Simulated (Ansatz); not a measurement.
**TiAl (P-6m2): phonons and vibrational spectra**

Wanted: phonon frequencies of TiAl (P-6m2) and what follows from them.

Method: DFT PBEsol, scalar-relativistic, plane waves, PAW, in Ansatz 0.2.0.

**1. The structure**

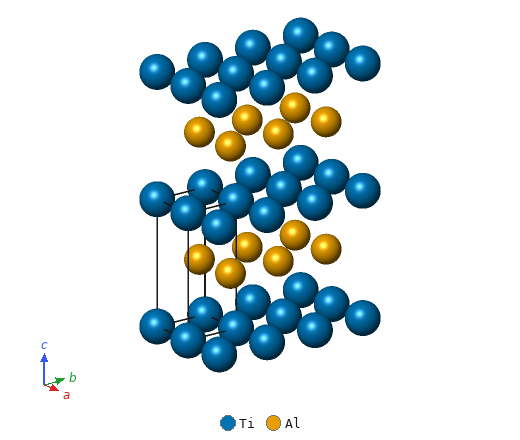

The cell as given, slightly off an axis (titanium blue, aluminium orange). 2×3×2 cells are drawn. Some periodic images of atoms are drawn too.

**2. Bringing the structure to rest**

The cell and atoms are relaxed, since residual forces and stress would shift the frequencies.

Input file input.yaml:

```yaml
crystal:
  lattice:
    - [2.8672622327, 0.0, 0.0]
    - [-1.4336311163, 2.4831219328, 0.0]
    - [0.0, 0.0, 4.678083]
  atoms:
    - { symbol: Ti, position: [0.0, 0.0, 0.0] }
    - { symbol: Al, position: [0.33333333, 0.66666667, 0.5] }
kpoints:
  mp_grid: { grid: [15, 15, 8] }
hamiltonian:
  xc: pbesol
scf:
  occupations: { method: gaussian, width: 0.1 }
output:
  forces: true
  stress: true
  eigenvalues: true
relax:
  adjacent_minimum: "off"
  f_tol: 0.005
  max_steps: 80
  cell: { stress_tol: 0.05 }
```

Command:

```console
$ ansatz run input.yaml --threads 4 --pin off --max-ram 7168MiB --backend cpu --events-out ev --progress --plain --runs-dir out
```

Numbers of over 12 decimals in the logs are rounded to 6 here.

Log:

```text
Engine: ansatz 0.2.0, aarch64-unknown-linux-gnu
Pseudopotentials: kind: paw
Pseudopotential: Ti, paw, valence charge 12, recommended cutoff 420 eV (normal), Ti.paw.azcp
Pseudopotential: Al, paw, valence charge 3, recommended cutoff 420 eV (normal), Al.paw.azcp
Functional definition: PBEsol
  exchange = pbesol_x
  correlation = pbesol_c
Crystal: 2 atoms, lattice volume = 33.307 Å³
Basis set: ecut = 420 eV, 663 PW (Γ), exchange–correlation on 40×40×64 points (8 copies of the dense FFT grid, shifted against one another)
Bands: 12, of which v1, the nominal top of the filled ones, is band 8 counted from 1 (7 counted from 0)
Symmetry: 12 space group operations
Space group: P-6m2 (ITA 187), of the structure as read, at distance tolerance 3.2e-5 Å
k-points: 135 of 1800 (time reversal used)
Non-local potential: Ti, projectors of the file, l = 0: 3, l = 1: 2, l = 2: 3, l = 3: 1
Non-local potential: Al, projectors of the file, l = 0: 2, l = 1: 2, l = 2: 1
PAW form: soft (Blöchl's): semilocal exchange-correlation on the pseudo side does not see the compensation charge
PAW frozen core: Ti, regenerated for the run's functional, and the local potential with it (the file was generated under x = pbe(κ = 0.804, μ = 0.219515), c = pbe(β = 0.066725))
PAW frozen core: Al, regenerated for the run's functional, and the local potential with it (the file was generated under x = pbe(κ = 0.804, μ = 0.219515), c = pbe(β = 0.066725))
PAW one-centre angular grid: Ti, 590 points (default); XC on 64 Gauss nodes
PAW one-centre angular grid: Al, 110 points (default); XC on 64 Gauss nodes
Initial density: superposition of atomic densities (neutral atoms: chi_scale 0, normalization atom), corrected by the library's trained network
Initial wavefunctions: pseudopotential atomic-orbital guess
Functional: x = pbesol(κ = 0.804, μ = 0.123457), c = pbesol(β = 0.046)
SCF iter   1: F=—  HF=-2998.953031 eV  |F-HF|=—  |Δ(HF+E_count)|=         —  Δρ=9.08e-3  dr2=3.90e-2  ethr=1.77e-3  ⟨swp⟩=5.0  Hψ=8320  notcnv=0
preconditioner: auto → none  [metal: Δε(μ)=0.018 eV  Ē_g=5.147 eV  σ=0.100 eV  W_gap=0.10  n_scr=2 (ndim 8)  ℏωp=17.0 eV  f_vac=0.000  D(μ)=2.92/eV (n_scr^D=34)  sad-step TF]
SCF iter   2: F=—  HF=-2998.948597 eV  |F-HF|=—  |Δ(HF+E_count)|=   4.43e-3  Δρ=5.63e-3  dr2=1.83e-2  ethr=2.60e-4  ⟨swp⟩=1.5  Hψ=2815  notcnv=0
SCF iter   3: F=—  HF=-2998.945698 eV  |F-HF|=—  |Δ(HF+E_count)|=   2.90e-3  Δρ=1.12e-3  dr2=9.56e-4  ethr=1.22e-4  ⟨swp⟩=2.0  Hψ=2104  notcnv=0
SCF iter   4: F=—  HF=-2998.945449 eV  |F-HF|=—  |Δ(HF+E_count)|=   2.49e-4  Δρ=2.71e-4  dr2=1.14e-5  ethr=6.37e-6  ⟨swp⟩=2.2  Hψ=2165  notcnv=0
SCF iter   5: F=—  HF=-2998.945422 eV  |F-HF|=—  |Δ(HF+E_count)|=   2.71e-5  Δρ=3.32e-5  dr2=4.17e-7  ethr=7.61e-8  ⟨swp⟩=2.2  Hψ=2429  notcnv=0
SCF iter   6: F=-2998.945422 eV  HF=-2998.945422 eV  |F-HF|=5.22e-9  |Δ(HF+E_count)|=   1.50e-8  Δρ=5.64e-6  dr2=9.56e-9  ethr=6.67e-10  ⟨swp⟩=5.5  Hψ=6860  notcnv=0
SCF 1 converged in 6 iterations: F = -2998.945422 eV  dr2 = 9.56e-9
  greatest PAW one-centre occupation: 0.999 electrons in one spin orbital (limit 2), on the Ti atom at site 0 (counted from 0), in its partial waves of l = 0
relax step   1: F+E_penalty+E_count = -2998.94542215 eV  Δ(F+E_penalty+E_count) = +0.000e0 eV  max|allowed force component| = 3.816e-17 eV/Å  Δτ_max = 0.0000 Å  P = -2.916 GPa  Ω = 33.307 Å³  (6 SCF iters, dr2 threshold 1.00e-7 eV, accepted)
Crystal: 2 atoms, lattice volume = 31.771 Å³
Basis set: ecut = 420 eV, 615 PW (Γ), exchange–correlation on 40×40×64 points (8 copies of the dense FFT grid, shifted against one another)
Initial density: handed on by an earlier stage of this run
Initial wavefunctions: those handed on with the density
iter 1 solved again at ethr=1.33e-5 eV; its pass at ethr=3.10e-3 eV (dr2=1.99e-3 eV) is discarded
SCF iter   1: F=—  HF=-2998.949900 eV  |F-HF|=—  |Δ(HF+E_count)|=         —  Δρ=1.81e-3  dr2=1.99e-3  ethr=1.33e-5  ⟨swp⟩=1.0  Hψ=10431  notcnv=0
preconditioner: auto → none  [metal: Δε(μ)=0.003 eV  Ē_g=5.279 eV  σ=0.100 eV  W_gap=0.02  n_scr=2 (ndim 8)  ℏωp=17.4 eV  f_vac=0.000  D(μ)=2.94/eV (n_scr^D=34)]
SCF iter   2: F=—  HF=-2998.949218 eV  |F-HF|=—  |Δ(HF+E_count)|=   6.82e-4  Δρ=7.65e-4  dr2=1.45e-4  ethr=1.33e-5  ⟨swp⟩=2.1  Hψ=1998  notcnv=0
SCF iter   3: F=—  HF=-2998.949126 eV  |F-HF|=—  |Δ(HF+E_count)|=   9.17e-5  Δρ=2.12e-4  dr2=1.47e-5  ethr=9.64e-7  ⟨swp⟩=2.0  Hψ=2121  notcnv=0
SCF iter   4: F=—  HF=-2998.949121 eV  |F-HF|=—  |Δ(HF+E_count)|=   5.08e-6  Δρ=2.70e-5  dr2=1.83e-7  ethr=9.78e-8  ⟨swp⟩=2.0  Hψ=2026  notcnv=0
iter 5 did not close the SCF: its close was put off for the readings that it lacked (scf_convergence_deferred on its scf_iter line)
SCF iter   5: F=-2998.949121 eV  HF=-2998.949121 eV  |F-HF|=1.89e-10  |Δ(HF+E_count)|=   7.33e-8  Δρ=4.69e-6  dr2=5.10e-9  ethr=1.22e-9  ⟨swp⟩=2.1  Hψ=2043  notcnv=0
SCF iter   6: F=-2998.949121 eV  HF=-2998.949121 eV  |F-HF|=4.73e-11  |Δ(HF+E_count)|=  8.91e-10  Δρ=5.04e-7  dr2=3.99e-11  ethr=3.40e-11  ⟨swp⟩=1.5  Hψ=4794  notcnv=0
SCF 2 converged in 6 iterations: F = -2998.949121 eV  dr2 = 3.99e-11
relax step   2: F+E_penalty+E_count = -2998.94912121 eV  Δ(F+E_penalty+E_count) = -3.699e-3 eV  max|allowed force component| = 4.532e-17 eV/Å  Δτ_max = 0.0000 Å  P = +2.498 GPa  Ω = 31.771 Å³  energy of the carried Pulay correction = +3.397e-4 eV  (6 SCF iters, dr2 threshold 2.00e-7 eV, accepted)
Crystal: 2 atoms, lattice volume = 32.463 Å³
Basis set: ecut = 420 eV, 627 PW (Γ), exchange–correlation on 40×40×64 points (8 copies of the dense FFT grid, shifted against one another)
iter 1 solved again at ethr=3.31e-6 eV; its pass at ethr=3.10e-3 eV (dr2=4.96e-4 eV) is discarded
SCF iter   1: F=—  HF=-2998.954616 eV  |F-HF|=—  |Δ(HF+E_count)|=         —  Δρ=8.33e-4  dr2=4.56e-4  ethr=3.31e-6  ⟨swp⟩=2.0  Hψ=10672  notcnv=0
preconditioner: auto → none  [metal: Δε(μ)=0.006 eV  Ē_g=5.187 eV  σ=0.100 eV  W_gap=0.03  n_scr=2 (ndim 8)  ℏωp=17.2 eV  f_vac=0.000  D(μ)=2.95/eV (n_scr^D=34)]
SCF iter   2: F=—  HF=-2998.954467 eV  |F-HF|=—  |Δ(HF+E_count)|=   1.49e-4  Δρ=3.58e-4  dr2=3.25e-5  ethr=3.04e-6  ⟨swp⟩=2.0  Hψ=2002  notcnv=0
SCF iter   3: F=—  HF=-2998.954425 eV  |F-HF|=—  |Δ(HF+E_count)|=   4.25e-5  Δρ=1.01e-4  dr2=3.63e-6  ethr=2.16e-7  ⟨swp⟩=2.2  Hψ=2304  notcnv=0
iter 4 did not close the SCF: its close was put off for the readings that it lacked (scf_convergence_deferred on its scf_iter line)
SCF iter   4: F=-2998.954423 eV  HF=-2998.954423 eV  |F-HF|=1.10e-9  |Δ(HF+E_count)|=   1.20e-6  Δρ=1.28e-5  dr2=4.70e-8  ethr=2.42e-8  ⟨swp⟩=2.0  Hψ=2024  notcnv=0
iter 5 did not close the SCF: its close was put off for the readings that it lacked (scf_convergence_deferred on its scf_iter line)
SCF iter   5: F=-2998.954423 eV  HF=-2998.954423 eV  |F-HF|=2.14e-11  |Δ(HF+E_count)|=   1.58e-8  Δρ=2.28e-6  dr2=1.27e-9  ethr=3.13e-10  ⟨swp⟩=2.1  Hψ=2015  notcnv=0
SCF iter   6: F=-2998.954423 eV  HF=-2998.954423 eV  |F-HF|=1.46e-11  |Δ(HF+E_count)|=  2.10e-10  Δρ=2.67e-7  dr2=1.23e-11  ethr=8.48e-12  ⟨swp⟩=1.0  Hψ=4339  notcnv=0
SCF 3 converged in 6 iterations: F = -2998.954423 eV  dr2 = 1.23e-11
relax step   3: F+E_penalty+E_count = -2998.95442333 eV  Δ(F+E_penalty+E_count) = -5.302e-3 eV  max|allowed force component| = 1.995e-17 eV/Å  Δτ_max = 0.0000 Å  P = -0.099 GPa  Ω = 32.463 Å³  energy of the carried Pulay correction = +1.847e-4 eV  (6 SCF iters, dr2 threshold 2.00e-7 eV, accepted)
[...]
relax step   4: F+E_penalty+E_count = -2998.95444055 eV  Δ(F+E_penalty+E_count) = -1.722e-5 eV  max|allowed force component| = 1.995e-17 eV/Å  Δτ_max = 0.0000 Å  P = -0.002 GPa  Ω = 32.436 Å³  energy of the carried Pulay correction = +1.906e-4 eV  (6 SCF iters, dr2 threshold 6.42e-8 eV, accepted)
Initial wavefunctions: pseudopotential atomic-orbital guess (no wavefunctions were taken with the density)
iter 1 solved again at ethr=1.17e-8 eV; its pass at ethr=3.10e-3 eV (dr2=1.75e-6 eV) is discarded
SCF iter   1: F=—  HF=-2998.954310 eV  |F-HF|=—  |Δ(HF+E_count)|=         —  Δρ=1.79e-5  dr2=1.42e-8  ethr=1.17e-8  ⟨swp⟩=2.9  Hψ=12834  notcnv=0
SCF iter   2: F=—  HF=-2998.954280 eV  |F-HF|=—  |Δ(HF+E_count)|=   2.98e-5  Δρ=8.84e-6  dr2=2.97e-9  ethr=9.44e-11  ⟨swp⟩=2.0  Hψ=2109  notcnv=0
SCF iter   3: F=—  HF=-2998.954280 eV  |F-HF|=—  |Δ(HF+E_count)|=   5.49e-9  Δρ=1.62e-6  dr2=4.67e-10  ethr=1.98e-11  ⟨swp⟩=2.5  Hψ=2526  notcnv=0
SCF iter   4: F=—  HF=-2998.954280 eV  |F-HF|=—  |Δ(HF+E_count)|=  4.68e-11  Δρ=3.78e-7  dr2=2.41e-11  ethr=3.11e-12  ⟨swp⟩=2.0  Hψ=2062  notcnv=0
iter 5 did not close the SCF: its close was put off for the readings that it lacked (scf_convergence_deferred on its scf_iter line)
SCF iter   5: F=-2998.954280 eV  HF=-2998.954280 eV  |F-HF|=0.00e0  |Δ(HF+E_count)|=  3.18e-12  Δρ=1.42e-7  dr2=2.57e-12  ethr=1.00e-12  ⟨swp⟩=1.0  Hψ=1620  notcnv=0
iter 6 did not close the SCF: its close was put off for the readings that it lacked (scf_convergence_deferred on its scf_iter line)
SCF iter   6: F=-2998.954280 eV  HF=-2998.954280 eV  |F-HF|=4.55e-13  |Δ(HF+E_count)|=  9.09e-13  Δρ=1.23e-8  dr2=1.82e-14  ethr=1.00e-12  ⟨swp⟩=1.0  Hψ=1620  notcnv=0
iter 7 did not close the SCF: its close was put off for the readings that it lacked (scf_convergence_deferred on its scf_iter line)
SCF iter   7: F=-2998.954280 eV  HF=-2998.954280 eV  |F-HF|=0.00e0  |Δ(HF+E_count)|=    0.00e0  Δρ=1.31e-9  dr2=3.36e-16  ethr=1.00e-12  ⟨swp⟩=1.0  Hψ=1620  notcnv=0
iter 8 did not close the SCF: its close was put off for the readings that it lacked (scf_convergence_deferred on its scf_iter line)
SCF iter   8: F=-2998.954280 eV  HF=-2998.954280 eV  |F-HF|=0.00e0  |Δ(HF+E_count)|=    0.00e0  Δρ=1.89e-10  dr2=7.37e-18  ethr=1.00e-12  ⟨swp⟩=1.0  Hψ=1620  notcnv=0
SCF iter   9: F=-2998.954280 eV  HF=-2998.954280 eV  |F-HF|=9.09e-13  |Δ(HF+E_count)|=    0.00e0  Δρ=1.87e-11  dr2=8.50e-20  ethr=1.00e-12  ⟨swp⟩=1.0  Hψ=3780  notcnv=0
SCF 5 converged in 9 iterations: F = -2998.954280 eV  dr2 = 8.50e-20
relax step   5: F+E_penalty+E_count = -2998.95427988 eV  Δ(F+E_penalty+E_count) = +1.607e-4 eV  max|allowed force component| = 1.923e-17 eV/Å  Δτ_max = 0.0000 Å  P = -0.010 GPa  Ω = 32.436 Å³  stress off target by 2.18e-2 GPa  SCF on the basis re-selected at this cell (its energy is not comparable with the rows above)  (9 SCF iters)
basis re-selected at this cell: Δ(F+E_penalty+E_count) = +1.607e-4 eV, ΔP = -0.009 GPa vs the last step (what re-selecting the basis moved, of the pressure what is left beyond the Pulay correction that the steps carried, after the strain that the cell walked since its last selection, with what the two solves' SCF thresholds leave and, on support functions, any second-order correction that the steps lacked; it is no m [...]
SCF converged after 9 iterations
Free energy (F): -2998.954280 eV
Harris-Foulkes:  -2998.954280 eV  (|F-HF|=9.09e-13)
Internal energy: -2998.939512 eV  (E = F + TS)
E sigma→0 (E₀):  -2998.946896 eV
Entropy (-TS):   -0.014768 eV (-7.384 meV/atom)
Fermi energy:    10.690223 eV
--- Per-component energies (eV) ---
  E_band       = -164.581759
  E_kinetic    = 296.289180
  E_local      = -1141.550621  (includes V_loc(G=0)·N_el)
  E_nonlocal   = 20.034217
  E_hartree    = 493.176203
  E_xc         = -136.632034
  E_vxc        = -151.343412  (∫ρ·V_xc dr)
  E_paw        = -1477.472487  (= ΣΔE_a)
  E_vpaw       = -174.363642  (= ΣTr[D̂ρ^β])
  E_aug_tail   = 0.000114  (compensation charges beyond the density's cutoff)
  E_ewald      = -1052.942607
  E_core_change = 0.158523  (= ΣΔE_core)
  E_smearing   = -0.014768  (= −TS)
  E_closure    = 0.000000  (closes the sum)
  Σ components = -2998.954280   (vs F -2998.954280, Δ=0.00e0)
--- Forces (eV/Å), atoms counted from 1 ---
  atom   1  Ti     0.00000000     0.00000000    -0.00000000
  atom   2  Al    -0.00000000    -0.00000000    -0.00000000
  max |Σ_I F_I| component: 4.11e-17 eV/Å
--- Stress (GPa, compression-positive) ---
       -0.004595       0.000000      -0.000000
        0.000000      -0.004595       0.000000
       -0.000000       0.000000      -0.021784
  P = ⅓ Tr σ = -0.0103 GPa (-0.103 kbar)
--- Band table (eV; the first three rows and the last of 135) ---
  k-point 0: bands = [... 4 lower, 1.6737, 8.3927, 8.9183, 12.0045, 12.0045, 13.5377, 13.5377, 14.8211]
  k-point 1: bands = [... 4 lower, 1.7751, 7.6191, 9.4788, 12.0065, 12.0065, 13.5253, 13.5253, 15.1529]
  k-point 2: bands = [... 4 lower, 2.0561, 6.6011, 9.9585, 12.0113, 12.0113, 13.4958, 13.4958, 16.0277]
  k-point 134: bands = [... 4 lower, 8.6312, 8.7188, 10.0236, 10.0648, 10.6978, 11.9808, 14.1026, 15.3729]
--- Relaxed structure (4 steps of the walk, 4 accepted, 1 SCFs on fresh bases) ---
  F+E_penalty+E_count = -2998.95427988 eV   max|allowed force component| = 1.923e-17 eV/Å   (the final SCF, on the basis selected at the relaxed cell)
  cell:  # Å, volume = 32.4360 Å³
    - [2.848609, -2.8679619161452005e-11, 0]
    - [-1.424304, 2.466967, -9.123314632168427e-19]
    - [0, -1.7187888568873995e-18, 4.615628]
  atoms:
    - { symbol: Ti, position: [-1.8503717008154225e-17, 1.8503717008154222e-17, 0] }
    - { symbol: Al, position: [0.333333, 0.666667, 0.5] }
```

Wall time 6.3 s (4 threads of Arm Neoverse V2, shared host); peak memory 0.39 GiB; 23 s of CPU time.

Relaxation path:

```
step  energy less that of the first step (eV)  largest force component (eV/Å)  pressure (GPa)  volume (Å³)
   1                                   0.0000                          0.0000           -2.92        33.31
   2                                  -0.0037                          0.0000            2.50        31.77
   3                                  -0.0090                          0.0000           -0.10        32.46
   4                                  -0.0090                          0.0000            0.00        32.44
  5*                                  -0.0089                          0.0000           -0.01        32.44
```

Relaxation steps marked * repeat the geometry before them on a plane-wave basis chosen anew for their cell, so energy and pressure can jump there.

Forces are held to the 12 operations that the run works with; a distortion that breaks them can't arise in this run.

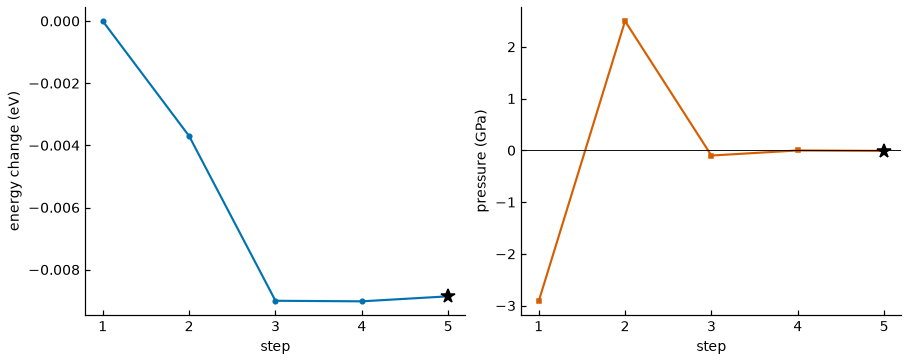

Energy and pressure along the relaxation. Stars mark steps on a basis chosen anew.

```
conventional cell, symmetrised  before  after  change
                         a (Å)   2.867  2.849  -0.7 %
                         b (Å)   2.867  2.849  -0.7 %
                         c (Å)   4.678  4.616  -1.3 %
              volume (Å³/atom)   16.65  16.22  -2.6 %
```

The relaxed structure:

```xyz
2
Lattice="2.8486 0.0000 0.0000 -1.4243 2.4670 0.0000 0.0000 0.0000 4.6156" Properties=species:S:1:pos:R:3 pbc="T T T"
Ti    0.0000    0.0000    0.0000
Al    0.0000    1.6446    2.3078
```

This step gave:

```yaml
pressure: -0.01032 GPa
volume_per_atom: 16.22 Å³
gap_on_the_k_mesh: 0 eV
```

In this step the volume went from 16.65 to 16.22 Å³/atom.

**3. Relaxing to small forces for the phonons**

Phonons need a cell at rest on their own settings, so the relaxation is repeated with tight tolerances on forces and stress, using the mesh and the filling of the phonon run that follows.

Input file input.yaml:

```yaml
crystal:
  lattice:
    - [2.8486086743, 0.0, 0.0]
    - [-1.4243043371, 2.4669674774, 0.0]
    - [0.0, 0.0, 4.6156283794]
  atoms:
    - { symbol: Ti, position: [0.0, 0.0, 0.0] }
    - { symbol: Al, position: [0.3333333333, 0.6666666667, 0.5] }
kpoints:
  mp_grid: { grid: [18, 18, 8] }
hamiltonian:
  xc: pbesol
scf:
  occupations: { method: methfessel_paxton, width: 0.15 }
output:
  forces: true
  stress: true
  eigenvalues: true
relax:
  adjacent_minimum: "off"
  f_tol: 0.001
  max_steps: 60
  cell: { stress_tol: 0.01 }
```

Log:

```text
[...]
Crystal: 2 atoms, lattice volume = 32.436 Å³
Basis set: ecut = 420 eV, 615 PW (Γ), exchange–correlation on 40×40×64 points (8 copies of the dense FFT grid, shifted against one another)
Bands: 12, of which v1, the nominal top of the filled ones, is band 8 counted from 1 (7 counted from 0)
Symmetry: 12 space group operations
[...]
k-points: 185 of 2592 (time reversal used)
[...]
k-point 184: bands = [... 4 lower, 8.6391, 8.7327, 10.0236, 10.0806, 10.7110, 11.9878, 14.0986, 15.3758]
--- Relaxed structure (3 steps of the walk, 3 accepted, 1 SCFs on fresh bases) ---
[...]
cell:  # Å, volume = 32.4215 Å³
    - [2.846335, -2.884457958638885e-11, 0]
    - [-1.423168, 2.464999, 0]
    - [0, 0.0, 4.620940]
  atoms:
    - { symbol: Ti, position: [0, -3.700743415524894e-17, 0] }
    - { symbol: Al, position: [0.333333, 0.666667, 0.500000] }
[key lines of the parts left out:]
SCF converged after 6 iterations
Free energy (F): -2998.949204 eV
Fermi energy:    10.703161 eV
P = ⅓ Tr σ = 0.0064 GPa (0.064 kbar)
```

Elapsed: 6 s, on 4 threads; peak memory 0.42 GiB; 23 s of CPU time.

Step by step:

```
step  energy less that of the first step (eV)  largest force component (eV/Å)  pressure (GPa)  volume (Å³)
   1                                   0.0000                          0.0000           -0.02        32.44
   2                                   0.0000                          0.0000           -0.01        32.43
   3                                   0.0000                          0.0000            0.01        32.42
  4*                                   0.0000                          0.0000            0.01        32.42
```

Relaxation steps marked * repeat the geometry before them on a plane-wave basis chosen anew for their cell, so energy and pressure can jump there.

Forces are held to the 12 operations that the run works with; a distortion that breaks them can't arise in this run.

```
conventional cell, symmetrised  before  after  change
                         a (Å)   2.849  2.846  -0.1 %
                         b (Å)   2.849  2.846  -0.1 %
                         c (Å)   4.616  4.621  +0.1 %
              volume (Å³/atom)   16.22  16.21  -0.0 %
```

Final coordinates:

```cif
data_structure
_symmetry_space_group_name_H-M 'P 1'
_symmetry_Int_Tables_number 1
_cell_length_a 2.8463
_cell_length_b 2.8463
_cell_length_c 4.6209
_cell_angle_alpha 90.000
_cell_angle_beta 90.000
_cell_angle_gamma 120.000
_cell_volume 32.42
loop_
_atom_site_label
_atom_site_type_symbol
_atom_site_fract_x
_atom_site_fract_y
_atom_site_fract_z
_atom_site_occupancy
Ti1 Ti 0.00000 0.00000 0.00000 1
Al2 Al 0.33333 0.66667 0.50000 1
```

This step gave:

```yaml
pressure: 0.006399 GPa
volume_per_atom: 16.21 Å³
```

The forces vanish by symmetry and the pressure is 0.006 GPa, within the tolerances set. The cell now holds 16.21 Å³/atom.

(Continued in part 2 of 2.)

[Logs are printed without paths, hosts, clocks, repeated set-up lines and the standing remarks that a program may print on its own settings, such as how far it seeks lower states.]

[Hosts, paths, dates, database ids (printed as entryN), source tags and the programs' standing remarks are cut or masked in the printed files.]
